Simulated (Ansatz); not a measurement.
# B₂ClFH₃P: one molecule under many settings

How do the results and run time of B₂ClFH₃P respond when the settings are drawn wide?

The runs use Ansatz 0.2.0, Gaussian basis; the settings change from run to run.

## Step 1: The geometry

An earlier PBE0-D4 in a triple-zeta def2 set relaxation fixed the geometry.

SMILES `BPB(F)Cl`, 8 atoms, charge 0, spin multiplicity 1.

Atoms are counted from 1 here; the program's logs count them from 0.

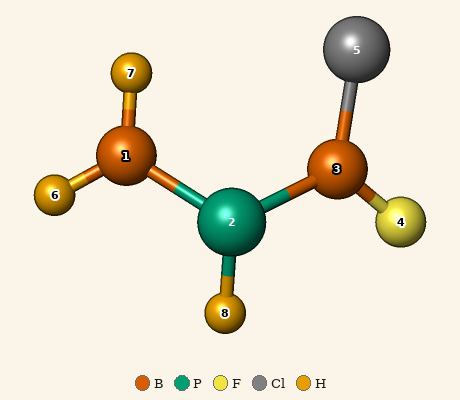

The geometry (boron orange, phosphorus teal, fluorine yellow, chlorine grey, hydrogen amber); atoms are numbered from 1 in the order of the file.

## Step 2: PBE/STO-3G

This run has charge -1, multiplicity 2, atoms shaken by 0.08 Å, finite nuclei, D4 dispersion.

The input, in.yaml:

```yaml
crystal:
  periodic: [false, false, false]
  atoms:
    - {symbol: B, position_ang: [-0.084159, 0.429000, 1.472396]}
    - {symbol: P, position_ang: [0.049374, -0.894048, 0.305079]}
    - {symbol: B, position_ang: [0.354036, 0.015175, -1.474622]}
    - {symbol: F, position_ang: [-0.310280, -0.614099, -2.459166]}
    - {symbol: Cl, position_ang: [1.294060, 1.406079, -1.700266]}
    - {symbol: H, position_ang: [-0.965617, 0.098183, 2.412760]}
    - {symbol: H, position_ang: [0.503031, 1.498769, 1.508623]}
    - {symbol: H, position_ang: [-0.921757, -1.693270, 0.214553]}
basis:
  gaussian: {orbitals: STO-3G, nuclear_model: gaussian}
total_charge: -1
magnetization: {spin_polarized: true, initial_magnetization: 1}
hamiltonian: {xc: {name: PBE}, dispersion: d4}
output: {forces: true}
```

The run is started by

```bash
> ansatz run in.yaml --threads 2 --pin off --events-out ev --progress --plain --max-ram 4352MiB
```

Log (excerpt; [...] marks lines left out):

```text
Functional definition: PBE
  name "PBE"
  cite "Perdew, Burke & Ernzerhof, Phys. Rev. Lett. 77, 3865 (1996) doi:10.1103/PhysRevLett.77.3865"
  parent pbe
[...]
442 factors; integrals over basis functions are off by at most 4.1e-5 eV
[...]
mean field -25614.38401661 eV, -941.3112505574 hartree, gradient 2.9e-5 eV, S^2 0.766959; 1 other end points of the search recorded, 0 dependent functions left out
[...]
reference -25614.38403618 eV, -941.3112512764 hartree; 28, 27 occupied and 8, 9 virtual orbitals, 442 factors
Total energy: -25614.61207093 eV, -941.3196313991 hartree
Atom 0 at    -0.084159     0.429000     1.472396 Å, force    -2.887941     0.296178     4.125111 eV/Å
Atom 1 at     0.049374    -0.894048     0.305079 Å, force     6.957978     4.943007    -3.065130 eV/Å
Atom 2 at     0.354036     0.015175    -1.474622 Å, force    -3.789913    -5.506394     3.514704 eV/Å
Atom 3 at    -0.310280    -0.614099    -2.459166 Å, force     0.048561    -0.248441    -1.695362 eV/Å
Atom 4 at     1.294060     1.406079    -1.700266 Å, force     2.763430     3.597399    -0.738183 eV/Å
Atom 5 at    -0.965617     0.098183     2.412760 Å, force     2.163918     1.210754    -1.553912 eV/Å
Atom 6 at     0.503031     1.498769     1.508623 Å, force    -0.490117    -1.335699    -0.181118 eV/Å
Atom 7 at    -0.921757    -1.693270     0.214553 Å, force    -4.765918    -2.956804    -0.406109 eV/Å
Dipole moment:     0.072153    -0.427659    -0.980987 e Å
```

Wall time 1.8 s (2 threads of Intel Xeon at 2.80GHz, shared host).

Largest force 9.069 eV/Å, ⟨S²⟩ 0.767.

## Step 3: SVWN5/def2-mTZVPP

This run has the search for lower states set to full.

The input, in.yaml:

```yaml
crystal:
  periodic: [false, false, false]
  atoms:
    - {symbol: B, position_ang: [-0.167005, 0.427517, 1.498250]}
    - {symbol: P, position_ang: [0.147156, -0.863836, 0.226399]}
    - {symbol: B, position_ang: [0.347177, -0.109475, -1.490935]}
    - {symbol: F, position_ang: [-0.202150, -0.684807, -2.541044]}
    - {symbol: Cl, position_ang: [1.338355, 1.308846, -1.735222]}
    - {symbol: H, position_ang: [-0.876451, 0.176895, 2.422080]}
    - {symbol: H, position_ang: [0.437695, 1.450276, 1.421949]}
    - {symbol: H, position_ang: [-0.932679, -1.762615, 0.142724]}
basis:
  gaussian: {orbitals: def2-mTZVPP}
hamiltonian: {xc: {name: SVWN5}}
scf: {lower_state_search: full}
```

Launched as before.

Log:

```text
Functional definition: SVWN5
  name "SVWN5"
  cite "Dirac, Proc. Camb. Phil. Soc. 26, 376 (1930) doi:10.1017/S0305004100016108"
  cite "Slater, Phys. Rev. 81, 385 (1951) doi:10.1103/PhysRev.81.385"
  cite "Vosko, Wilk & Nusair, Can. J. Phys. 58, 1200 (1980) doi:10.1139/p80-159"
  exchange = slater_x
  correlation = vwn5_c
1183 factors; their error is unknown
mean field evaluation 1: about -25822.3054 eV, gradient 4.1e1 eV
mean field evaluation 2: about -25816.2964 eV, gradient 6.6e1 eV
mean field evaluation 4: about -25826.6697 eV, gradient 5.0e0 eV
mean field evaluation 8: about -25826.7236 eV, gradient 1.6e-1 eV
mean field evaluation 16: about -25826.7111 eV, gradient 3.0e-4 eV
mean field -25826.71111242 eV, -949.1141274080 hartree, gradient 3.5e-5 eV, S^2 0.000000; 0 other end points of the search recorded, 0 dependent functions left out
reference -25826.71115547 eV, -949.1141289901 hartree; 27, 27 occupied and 104, 104 virtual orbitals, 1183 factors
Total energy: -25826.71115547 eV, -949.1141289901 hartree
```

Wall time 0.95 s (2 threads of Intel Xeon at 2.80GHz, shared host).

## Step 4: wB97/x2c-TZVPPall

Set apart from the defaults: atoms shaken by 0.08 Å.

The input, in.yaml:

```yaml
crystal:
  periodic: [false, false, false]
  atoms:
    - {symbol: B, position_ang: [-0.231341, 0.586173, 1.493573]}
    - {symbol: P, position_ang: [0.208208, -0.982859, 0.085073]}
    - {symbol: B, position_ang: [0.394998, -0.169780, -1.292850]}
    - {symbol: F, position_ang: [-0.242648, -0.686812, -2.611492]}
    - {symbol: Cl, position_ang: [1.427871, 1.325845, -1.599562]}
    - {symbol: H, position_ang: [-0.838782, 0.216109, 2.509925]}
    - {symbol: H, position_ang: [0.415131, 1.579777, 1.473412]}
    - {symbol: H, position_ang: [-0.960979, -1.768542, 0.177914]}
basis:
  gaussian: {orbitals: x2c-TZVPPall}
hamiltonian: {xc: {name: wB97}}
```

The command is unchanged.

Log (excerpt; [...] marks lines left out):

```text
Functional definition: wB97
  name "wB97"
  cite "Chai & Head-Gordon, J. Chem. Phys. 128, 084106 (2008) doi:10.1063/1.2834918"
  cite "Becke, J. Chem. Phys. 107, 8554 (1997) doi:10.1063/1.475007"
[...]
  # The coefficients of nought are those of the uniform gas.
[...]
      + integral(e_c_pw_opposite_spin*poly(b97_u_opposite, 1, cos1, cos2, cos3, cos4))
1264 factors; their error is unknown
364 factors; integrals over basis functions are off by at most 3.2e-5 eV
[...]
mean field -25995.08291804 eV, -955.3016771378 hartree, gradient 5.6e-5 eV, S^2 0.000000; 0 other end points of the search recorded, 0 dependent functions left out
reference -25995.08290654 eV, -955.3016767152 hartree; 27, 27 occupied and 192, 192 virtual orbitals, 1264 factors
Total energy: -25995.08290654 eV, -955.3016767152 hartree
Relativity: scalar
```

It took 8 s on 2 threads of Intel Xeon at 2.80GHz, shared host.

## Step 5: wB97/def2-TZVPP

This run has atoms shaken by 0.08 Å.

The input, in.yaml:

```yaml
crystal:
  periodic: [false, false, false]
  atoms:
    - {symbol: B, position_ang: [-0.104595, 0.419238, 1.478927]}
    - {symbol: P, position_ang: [0.138824, -0.858238, 0.189601]}
    - {symbol: B, position_ang: [0.375709, -0.103763, -1.455766]}
    - {symbol: F, position_ang: [-0.246478, -0.649846, -2.469207]}
    - {symbol: Cl, position_ang: [1.280802, 1.397837, -1.800988]}
    - {symbol: H, position_ang: [-0.883583, 0.256318, 2.491932]}
    - {symbol: H, position_ang: [0.383415, 1.482189, 1.423842]}
    - {symbol: H, position_ang: [-0.904424, -1.834827, 0.057827]}
basis:
  gaussian: {orbitals: def2-TZVPP}
hamiltonian: {xc: {name: wB97}}
```

Launched as before.

Log (excerpt; [...] marks lines left out):

```text
Functional definition: wB97
  name "wB97"
  cite "Chai & Head-Gordon, J. Chem. Phys. 128, 084106 (2008) doi:10.1063/1.2834918"
  cite "Becke, J. Chem. Phys. 107, 8554 (1997) doi:10.1063/1.475007"
[...]
  # The coefficients of nought are those of the uniform gas.
[...]
      + integral(e_c_pw_opposite_spin*poly(b97_u_opposite, 1, cos1, cos2, cos3, cos4))
1252 factors; their error is unknown
369 factors; integrals over basis functions are off by at most 3.1e-5 eV
[...]
mean field -25933.21926621 eV, -953.0282298659 hartree, gradient 4.3e-5 eV, S^2 0.000000; 0 other end points of the search recorded, 0 dependent functions left out
reference -25933.21925473 eV, -953.0282294439 hartree; 27, 27 occupied and 192, 192 virtual orbitals, 1252 factors
Total energy: -25933.21925473 eV, -953.0282294439 hartree
```

Run time: 7.5 s. Hardware: 2 threads of Intel Xeon at 2.80GHz, shared host.

## Step 6: wB97/ANO-RCC-VTZP

The input, in.yaml:

```yaml
crystal:
  periodic: [false, false, false]
  atoms:
    - {symbol: B, position_ang: [-0.167005, 0.427517, 1.498250]}
    - {symbol: P, position_ang: [0.147156, -0.863836, 0.226399]}
    - {symbol: B, position_ang: [0.347177, -0.109475, -1.490935]}
    - {symbol: F, position_ang: [-0.202150, -0.684807, -2.541044]}
    - {symbol: Cl, position_ang: [1.338355, 1.308846, -1.735222]}
    - {symbol: H, position_ang: [-0.876451, 0.176895, 2.422080]}
    - {symbol: H, position_ang: [0.437695, 1.450276, 1.421949]}
    - {symbol: H, position_ang: [-0.932679, -1.762615, 0.142724]}
basis:
  gaussian: {orbitals: ANO-RCC-VTZP}
hamiltonian: {xc: {name: wB97}}
```

Launched as before.

Log (excerpt; [...] marks lines left out):

```text
Functional definition: wB97
  name "wB97"
  cite "Chai & Head-Gordon, J. Chem. Phys. 128, 084106 (2008) doi:10.1063/1.2834918"
  cite "Becke, J. Chem. Phys. 107, 8554 (1997) doi:10.1063/1.475007"
[...]
  # The coefficients of nought are those of the uniform gas.
[...]
      + integral(e_c_pw_opposite_spin*poly(b97_u_opposite, 1, cos1, cos2, cos3, cos4))
1592 factors; their error is unknown
500 factors; integrals over basis functions are off by at most 2.7e-5 eV
[...]
mean field -25998.04913049 eV, -955.4106834349 hartree, gradient 3.0e-5 eV, S^2 0.000000; 0 other end points of the search recorded, 0 dependent functions left out
reference -25998.04911437 eV, -955.4106828427 hartree; 27, 27 occupied and 173, 173 virtual orbitals, 1592 factors
Total energy: -25998.04911437 eV, -955.4106828427 hartree
Relativity: scalar
```

Wall time 16 s (2 threads of Intel Xeon at 2.80GHz, shared host); peak memory 0.55 GiB.

## Step 7: wB97/aug-cc-pVDZ

This run has relativity set to none, high accuracy.

Changes to in.yaml since step 6:

```diff
@@ -12,3 +12,5 @@
 basis:
-  gaussian: {orbitals: ANO-RCC-VTZP}
-hamiltonian: {xc: {name: wB97}}
+  gaussian: {orbitals: aug-cc-pVDZ}
+hamiltonian: {xc: {name: wB97}, pseudopotentials: {relativity: none}}
+accuracy: high
+output: {forces: true}
```

Same command.

Log (excerpt; [...] marks lines left out):

```text
Functional definition: wB97
  name "wB97"
  cite "Chai & Head-Gordon, J. Chem. Phys. 128, 084106 (2008) doi:10.1063/1.2834918"
  cite "Becke, J. Chem. Phys. 107, 8554 (1997) doi:10.1063/1.475007"
[...]
  # The coefficients of nought are those of the uniform gas.
[...]
      + integral(e_c_pw_opposite_spin*poly(b97_u_opposite, 1, cos1, cos2, cos3, cos4))
2979 factors; integrals over basis functions are off by at most 3.8e-9 eV
941 factors; integrals over basis functions are off by at most 1.8e-9 eV
[...]
mean field -25931.66453277 eV, -952.9710944659 hartree, gradient 7.0e-8 eV, S^2 0.000000; 0 other end points of the search recorded, 0 dependent functions left out
[...]
reference -25931.66452979 eV, -952.9710943562 hartree; 27, 27 occupied and 123, 123 virtual orbitals, 2979 factors
Total energy: -25931.66452979 eV, -952.9710943562 hartree
Atom 0 at    -0.167005     0.427517     1.498250 Å, force    -0.017665     0.048557     0.054196 eV/Å
Atom 1 at     0.147156    -0.863836     0.226399 Å, force     0.193384    -0.258462    -0.106685 eV/Å
Atom 2 at     0.347177    -0.109475    -1.490935 Å, force     0.380162     0.366109     1.017585 eV/Å
Atom 3 at    -0.202150    -0.684807    -2.541044 Å, force    -0.519166    -0.539522    -1.040077 eV/Å
Atom 4 at     1.338355     1.308846    -1.735222 Å, force     0.156499     0.255764    -0.082031 eV/Å
Atom 5 at    -0.876451     0.176895     2.422080 Å, force    -0.153819    -0.035515     0.198328 eV/Å
Atom 6 at     0.437695     1.450276     1.421949 Å, force     0.115389     0.252292    -0.019046 eV/Å
Atom 7 at    -0.932679    -1.762615     0.142724 Å, force    -0.154784    -0.089224    -0.022269 eV/Å
Dipole moment:    -0.146159    -0.097428     0.154768 e Å
```

It took 33 s on 2 threads of Intel Xeon at 2.80GHz, shared host; peak memory 1.1 GiB.

Largest force 1.282 eV/Å, dipole 1.12 D.

## Step 8: B2PLYP/6-31G

Changes to in.yaml since step 7:

```diff
@@ -12,5 +12,4 @@
 basis:
-  gaussian: {orbitals: aug-cc-pVDZ}
-hamiltonian: {xc: {name: wB97}, pseudopotentials: {relativity: none}}
-accuracy: high
+  gaussian: {orbitals: 6-31G}
+hamiltonian: {xc: {name: B2PLYP}}
 output: {forces: true}
```

Same command.

Log (excerpt; [...] marks lines left out):

```text
Functional definition: B2PLYP
  name "B2PLYP"
  cite "Grimme, J. Chem. Phys. 124, 034108 (2006) doi:10.1063/1.2148954"
  cite "Becke, Phys. Rev. A 38, 3098 (1988) doi:10.1103/PhysRevA.38.3098"
  cite "Lee, Yang & Parr, Phys. Rev. B 37, 785 (1988) doi:10.1103/PhysRevB.37.785"
[...]
703 factors; integrals over basis functions are off by at most 2.2e-4 eV
[...]
mean field -25911.64571569 eV, -952.2354165073 hartree, gradient 1.5e-6 eV, S^2 0.000000; 0 other end points of the search recorded, 0 dependent functions left out
13 core orbitals not correlated: weight in the atoms' cores, before any rotation towards them, 1.000 or more for the frozen orbitals, at most 0.000 for the correlated occupied ones
reference -25911.64586359 eV, -952.2354219424 hartree; 14, 14 occupied and 32, 32 virtual orbitals, 703 factors
second order -11.29450932 eV of doubles, -0.00000000 eV of singles
[...]
Total energy: -25914.69538110 eV, -952.3474896440 hartree
Atom 0 at    -0.167005     0.427517     1.498250 Å, force    -0.050796     0.497087     0.693196 eV/Å
Atom 1 at     0.147156    -0.863836     0.226399 Å, force     0.133189    -0.351471    -0.212376 eV/Å
Atom 2 at     0.347177    -0.109475    -1.490935 Å, force     0.363394     0.030091     1.646671 eV/Å
Atom 3 at    -0.202150    -0.684807    -2.541044 Å, force    -0.981357    -1.053812    -1.835539 eV/Å
Atom 4 at     1.338355     1.308846    -1.735222 Å, force     0.796218     1.164739    -0.249871 eV/Å
Atom 5 at    -0.876451     0.176895     2.422080 Å, force     0.063826     0.046560    -0.044923 eV/Å
Atom 6 at     0.437695     1.450276     1.421949 Å, force    -0.080876    -0.041261     0.022698 eV/Å
Atom 7 at    -0.932679    -1.762615     0.142724 Å, force    -0.243598    -0.291933    -0.019856 eV/Å
Dipole moment:    -0.197093    -0.145971     0.181669 e Å
```

Wall time 3 s (2 threads of Intel Xeon at 2.80GHz, shared host).

Largest force 2.333 eV/Å, dipole 1.47 D.

## Step 9: CAM-B3LYP/def2-SVP

Options: D3(BJ) dispersion.

Changes to in.yaml since step 8:

```diff
@@ -12,4 +12,4 @@
 basis:
-  gaussian: {orbitals: 6-31G}
-hamiltonian: {xc: {name: B2PLYP}}
+  gaussian: {orbitals: def2-SVP}
+hamiltonian: {xc: {name: CAM-B3LYP}, dispersion: d3bj}
 output: {forces: true}
```

Same command.

Log (excerpt; [...] marks lines left out):

```text
Functional definition: CAM-B3LYP
  name "CAM-B3LYP"
  cite "Yanai, Tew & Handy, Chem. Phys. Lett. 393, 51 (2004) doi:10.1016/j.cplett.2004.06.011"
  cite "Iikura, Tsuneda, Yanai & Hirao, J. Chem. Phys. 115, 3540 (2001) doi:10.1063/1.1383587"
  cite "Becke, Phys. Rev. A 38, 3098 (1988) doi:10.1103/PhysRevA.38.3098"
  cite "Lee, Yang & Parr, Phys. Rev. B 37, 785 (1988) doi:10.1103/PhysRevB.37.785"
  cite "Vosko, Wilk & Nusair, Can. J. Phys. 58, 1200 (1980) doi:10.1139/p80-159"
[...]
  # Exact exchange under (alpha + beta erf(omega r))/r, Becke's under what is left of 1/r.
[...]
889 factors; integrals over basis functions are off by at most 1.2e-3 eV
293 factors; integrals over basis functions are off by at most 1.7e-5 eV
[...]
mean field -25920.97019029 eV, -952.5780846284 hartree, gradient 2.2e-5 eV, S^2 0.000000; 0 other end points of the search recorded, 0 dependent functions left out
[...]
reference -25920.97030985 eV, -952.5780890223 hartree; 27, 27 occupied and 66, 66 virtual orbitals, 889 factors
Total energy: -25921.13832039 eV, -952.5842632956 hartree
Atom 0 at    -0.167005     0.427517     1.498250 Å, force     0.023960    -0.131855    -0.118724 eV/Å
Atom 1 at     0.147156    -0.863836     0.226399 Å, force     0.018107    -0.028166    -0.027716 eV/Å
Atom 2 at     0.347177    -0.109475    -1.490935 Å, force    -0.011459    -0.074622    -0.021302 eV/Å
Atom 3 at    -0.202150    -0.684807    -2.541044 Å, force     0.019675     0.030770     0.023797 eV/Å
Atom 4 at     1.338355     1.308846    -1.735222 Å, force     0.032910     0.075749    -0.045029 eV/Å
Atom 5 at    -0.876451     0.176895     2.422080 Å, force    -0.138966    -0.035404     0.194040 eV/Å
Atom 6 at     0.437695     1.450276     1.421949 Å, force     0.113010     0.218931    -0.008774 eV/Å
Atom 7 at    -0.932679    -1.762615     0.142724 Å, force    -0.057236    -0.055404     0.003707 eV/Å
Dipole moment:    -0.107692    -0.099532     0.097399 e Å
```

Run time: 2.2 s. Hardware: 2 threads of Intel Xeon at 2.80GHz, shared host.

Largest force 0.247 eV/Å, dipole 0.85 D.

## Step 10: BHLYP/aug-pcseg-2

Options: D3(BJ) with three-body dispersion, high accuracy.

Changes to in.yaml since step 9:

```diff
@@ -12,4 +12,4 @@
 basis:
-  gaussian: {orbitals: def2-SVP}
-hamiltonian: {xc: {name: CAM-B3LYP}, dispersion: d3bj}
-output: {forces: true}
+  gaussian: {orbitals: aug-pcseg-2}
+hamiltonian: {xc: {name: BHLYP}, dispersion: d3bjatm}
+accuracy: high
```

Same command.

Log:

```text
Functional definition: BHLYP
  name "BHLYP"
  cite "Becke, J. Chem. Phys. 98, 1372 (1993) doi:10.1063/1.464304"
  cite "Becke, Phys. Rev. A 38, 3098 (1988) doi:10.1103/PhysRevA.38.3098"
  cite "Lee, Yang & Parr, Phys. Rev. B 37, 785 (1988) doi:10.1103/PhysRevB.37.785"
  parameter a = 0.5
  exchange = (1 - a)*b88_x + a*exact_x
  correlation = lyp_c
4713 factors; integrals over basis functions are off by at most 3.5e-9 eV
mean field evaluation 1: about -25930.6773 eV, gradient 3.2e1 eV
mean field evaluation 2: about -25931.3152 eV, gradient 3.2e1 eV
mean field evaluation 4: about -25932.9747 eV, gradient 1.4e0 eV
mean field evaluation 8: about -25933.0610 eV, gradient 1.1e-1 eV
mean field evaluation 16: about -25933.0610 eV, gradient 7.7e-5 eV
mean field -25933.06102845 eV, -953.0224147356 hartree, gradient 4.3e-8 eV, S^2 0.000000; 0 other end points of the search recorded, 0 dependent functions left out
reference -25933.06106202 eV, -953.0224159692 hartree; 27, 27 occupied and 280, 280 virtual orbitals, 4713 factors
Total energy: -25933.35527810 eV, -953.0332282106 hartree
```

Wall time 39 s (2 threads of Intel Xeon at 2.80GHz, shared host); peak memory 3 GiB.

## Step 11: The runs in one table

```tsv
level	charge	multiplicity	geometry	functions	energy (eV)	time
PBE/STO-3G	-1	2	shaken	36	-25614.612	1.8 s
SVWN5/def2-mTZVPP	0	1	relaxed	131	-25826.711	0.95 s
wB97/x2c-TZVPPall	0	1	shaken	219	-25995.083	8 s
wB97/def2-TZVPP	0	1	shaken	219	-25933.219	7.5 s
wB97/ANO-RCC-VTZP	0	1	relaxed	200	-25998.049	16 s
wB97/aug-cc-pVDZ	0	1	relaxed	150	-25931.665	33 s
B2PLYP/6-31G	0	1	relaxed	59	-25914.695	3 s
CAM-B3LYP/def2-SVP	0	1	relaxed	93	-25921.138	2.2 s
BHLYP/aug-pcseg-2	0	1	relaxed	307	-25933.355	39 s
```

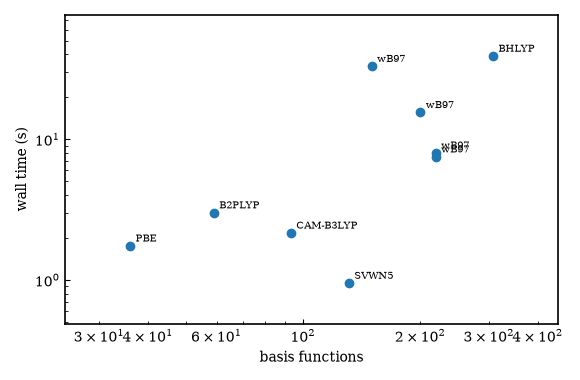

Wall time against the number of basis functions (shared host).

## Step 12: Summary of results

```
                                         quantity                      value
                                             runs                          9
                                         quickest  SVWN5/def2-mTZVPP, 0.95 s
                                          slowest    BHLYP/aug-pcseg-2, 39 s
spread of total energies, same state and geometry                   171.3 eV
                  dipole, same state and geometry             0.85 to 1.47 D
```

In words: BHLYP/aug-pcseg-2 took 41 times as long as SVWN5/def2-mTZVPP. The jobs differ in tasks and options as well as level. The totals spread over 171 eV; they can't be compared across methods or bases. Some of these runs are scalar-relativistic and others not, which shifts the totals of all-electron atoms past neon by eV; core potentials, where a basis has them, take the core out of the total altogether. At the PBE0-D4/def2-TZVP geometry and in the same state, runs without warnings or point charges leave forces up to 2.33 eV/Å (B2PLYP/6-31G). At that geometry and state the dipole changes by 73 % between the lowest and highest value.
